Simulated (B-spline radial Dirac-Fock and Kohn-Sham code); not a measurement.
Nd⁺ in the configuration [Xe] 4f4 6s1. The calculation used Dirac–Fock ΔSCF energies in intermediate coupling of the two holes, Coulomb rates, valence shells as spectators (a radial B-spline solver).

What should this plot look like? The Auger multiplet of an L2 hole with both final holes in M45, lines labelled by the leading pair of holes and J, broadened by 0.50 eV full width. Kinetic energies count from the vacuum level; very weak lines are left out. Lines are named by their largest jj component, which in light atoms can differ from the customary names.

The strongest line is L2-M4M5 J=4 at 4.6717 keV (68 % of the multiplet), followed by L2-M4M4 J=2 at 4.6573 keV (17 %), L2-M4M5 J=3 at 4.6835 keV (8.4 %), L2-M4M4 J=0 at 4.6382 keV (2.3 %). The lines shown span 4.638 keV to 4.697 keV.

Here it is:

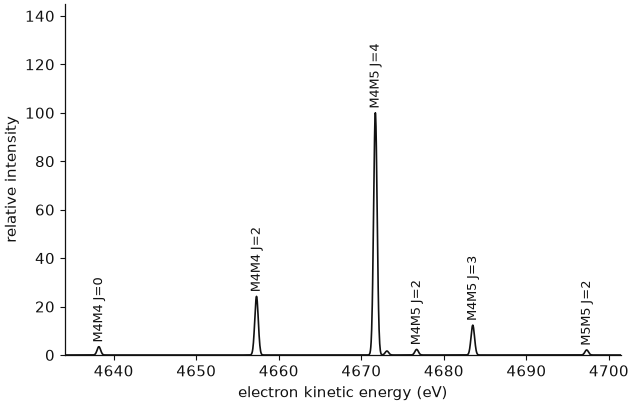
